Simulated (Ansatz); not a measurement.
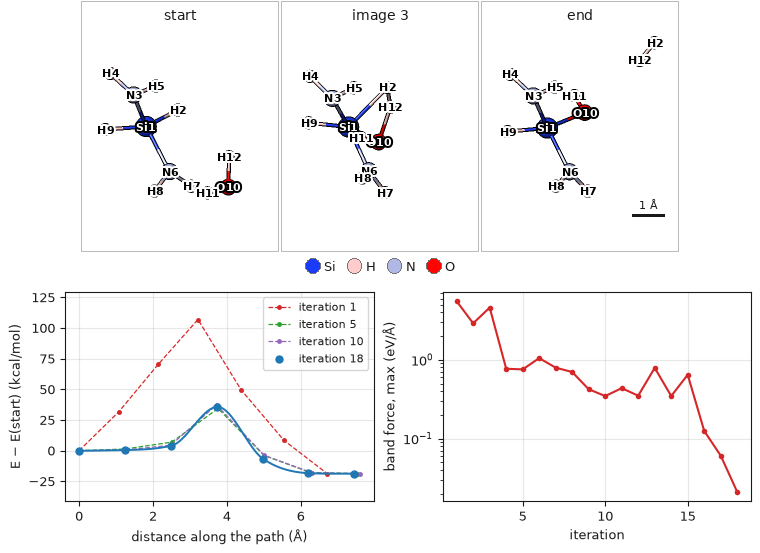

A nudged-elastic-band calculation for SiN2H8O. Images are numbered from 0 (start) to 6 (end). The plot follows the band through its iterations. The picture is a ball-and-stick view, seen from a free direction.

Level of theory: RKS PBE0-D4/6-31G* in Ansatz. Set-up: 5 movable images; climbing image; force threshold 0.03 eV/Å; iteration limit 60; starting path through a guess of the saddle point.

> Judge this run.

The result is final at these settings. The band converged in 18 iterations. The largest component of the band force went from 5.5 to 0.021 eV/Å. The climbing image converged on the top of the path. Its vibrational analysis gives one imaginary mode (1318i cm⁻¹), as a transition state must have. The first iteration put the highest image at 107.0 kcal/mol. The energy climbs by 35.7 kcal/mol to image 3 and then falls by 54.4 kcal/mol, so the end point sits at −18.7 kcal/mol.

Cost: 5.5 min on 1 thread of Arm Neoverse V1, with other jobs on the host, peak memory 0.15 GiB.
